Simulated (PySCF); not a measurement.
SMILES c1c(-c2sccc2OC)csc1, GFN2-xTB optimised geometry. Atoms within 1.6 Å of the plane z = 0.8 Å (x, y, z in Å): C1 (3.45, 0.61, 0.02), O2 (2.06, 0.84, 0.02), C3 (1.25, -0.25, 0.01), C4 (1.66, -1.61, 0.01), C5 (0.62, -2.48, 0.00), S6 (-0.89, -1.68, -0.01), C7 (-0.13, -0.12, 0.00), C8 (-0.92, 1.09, 0.00), C9 (-2.35, 1.09, 0.00), C10 (-2.87, 2.33, 0.00), S11 (-1.66, 3.55, 0.00), C12 (-0.42, 2.36, 0.00), H14 (3.91, 1.60, 0.02), H15 (3.76, 0.07, 0.92), H16 (2.69, -1.93, 0.02), H17 (0.65, -3.55, 0.00), H18 (-2.93, 0.18, 0.00), H19 (-3.91, 2.62, 0.00), H20 (0.61, 2.66, 0.00).

Computed with PBE0/def2-SVP in PySCF.

Map of the Laplacian of the electron density (e/bohr⁵), clipped to [-1.50, 1.50] on the plane z = 0.8 Å:

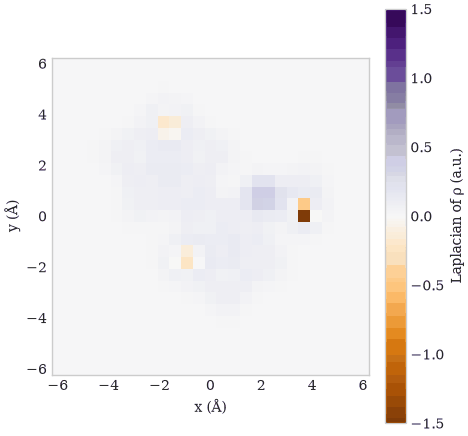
Fig. 1. Laplacian of the electron density (e/bohr⁵), clipped to [-1.50, 1.50] on the plane z = 0.8 Å.
